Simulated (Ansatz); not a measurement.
The calculation's input:

```
basis:
  gaussian:
    orbitals: def2-TZVPD
crystal:
  periodic: [false, false, false]
  atoms:
    - {symbol: C, position_ang: [-1.819099, 0.886714, 0.123317]}
    - {symbol: Se, position_ang: [-0.367914, -2.242041, 1.088200]}
    - {symbol: Si, position_ang: [-0.649558, -0.487152, -0.175657]}
    - {symbol: H, position_ang: [-2.413374, 0.767930, 1.040336]}
    - {symbol: H, position_ang: [-1.247559, 1.832157, 0.173064]}
    - {symbol: H, position_ang: [-2.495694, 0.969640, -0.747519]}
    - {symbol: H, position_ang: [0.231609, -0.496365, -1.363469]}
    - {symbol: H, position_ang: [-1.389569, -1.798420, 2.059541]}
total_charge: 1
hamiltonian:
  xc: pbe0
output: {forces: true, orbitals: {seedname: orbitals}}
```

Run with:

```sh
ansatz run input.yaml --threads 2 --pin off --max-ram 4350MiB --events-out events.jsonl --progress --plain --runs-dir runs
```

Geometry: r2SCAN-D4/def2-SVP.

These are results of Ansatz 0.2.0, isolated molecule in a Gaussian basis; Kohn-Sham density functional theory, functional PBE0, not measurements.

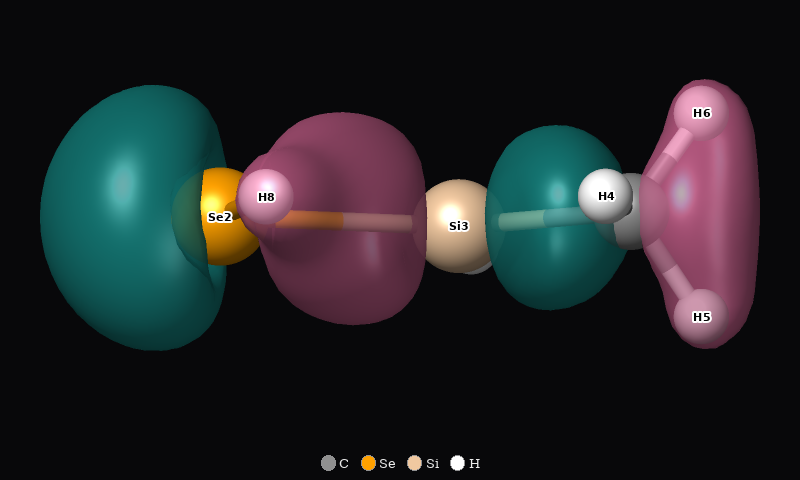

CH₅SeSi (SMILES C[SiH]=[SeH+]) (charge +1). The HOMO−1 at ±0.15 Å⁻³ᐟ² (teal and pink are the two phases), seen from one side.

**What is the character of this orbital?**

Its weight (Hirshfeld) is mainly on Se2 (about 55 %), Si3 (about 20 %) and C1 (about 15 %). Its energy is −14.87 eV.
